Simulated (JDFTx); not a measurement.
Au(100) slab cut from bulk Au (space group Fm-3m, indices of the conventional cell, lattice of the Materials Project entry mp-81, not re-optimised): 4 atoms in 4 planes, a 1x1 cell of 8.70 Å² (|a| = 2.950, |b| = 2.950 Å), 6.2 Å between the outermost planes, cell height 22.3 Å, 8×8×1 k mesh, Fermi smearing 0.01 Ha, no spin polarisation.

Computed with JDFTx (a modified build): PBE, GBRV ultrasoft potentials, plane waves to 20/100 Ha. Liquid on both sides: nonlinear PCM (GLSSA13), water, 1 M NaF; nuclei fixed, outer atoms relaxed in vacuum. U vs SHE = −μ/e − 4.44 V throughout (conventional absolute potential of the hydrogen electrode). This is a symmetric, unreconstructed model surface, and the continuum liquid cannot react with it. Convergence in thickness and k mesh wasn't tested for this slab.

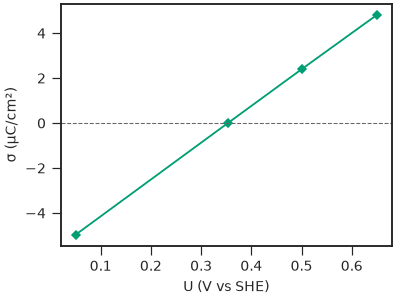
Figure: Surface charge density of Au(100) against potential

Read off the potential of zero charge and the mean capacitance σ/(U − U_pzc) at the computed points next to it.

U_pzc ≈ 0.35 V. At 0.05 V it is about 16 μF/cm². At 0.50 V it is about 16 μF/cm².
